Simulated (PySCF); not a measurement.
Consider C3H7AlCl2 (SMILES CC[CH2][Al]([Cl])[Cl]).

Input

```
{"job": {"kind": "uv", "xc": "wB97X-D", "basis": "def2-SVPD", "ip": false, "nstates": 15}, "charge": 0, "multiplicity": 1}
Al     1.239265     1.623314     1.136987
Cl     3.187317     1.721270     1.909808
Cl     0.255565     3.447375     0.794880
C      0.351664    -0.048425     0.719637
C     -0.276546    -0.089425    -0.678329
C     -1.080032    -1.354757    -0.935963
H     -0.433033    -0.200068     1.485689
H      1.065882    -0.879611     0.854248
H      0.515952    -0.001675    -1.443023
H     -0.923937     0.792645    -0.824751
H     -1.910889    -1.446440    -0.218078
H     -1.509776    -1.363395    -1.949655
H     -0.450802    -2.252919    -0.829259
```

Run with:

```sh
OMP_NUM_THREADS=1 python probes_run.py task.json out
```

Geometry: PBE0-D3(BJ)/def2-SVP.

Method: PySCF, wB97X-D/def2-SVPD, SCF density, gas phase.

> What can the converged electron density and electron localisation function tell about the bonding?

C–Al (1.94 Å): ρ is about 0.76 e/Å³ halfway; the ELF peaks at about 0.95 between the atoms (a polar covalent bond).
Al–Cl (2.10 Å): ρ is about 0.71 e/Å³ halfway; the ELF peaks at about 0.90 in the valence shell of Cl, 0.9 Å from its nucleus, and is about 0.80 at the midpoint.
C–H (1.10 Å): ρ is about 1.8 e/Å³ halfway; the ELF climbs to about 1 towards the hydrogen, as it does in any bond to H (a covalent bond by its length).

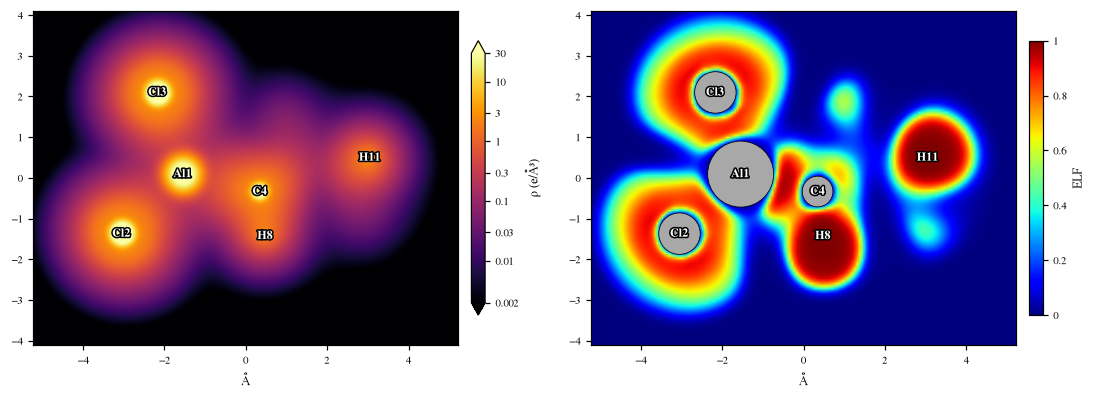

Computed electron density and electron localisation function on the plane of atoms Cl2, Al1 and C4, in this order. Grey discs cover the atomic cores in the ELF map. 
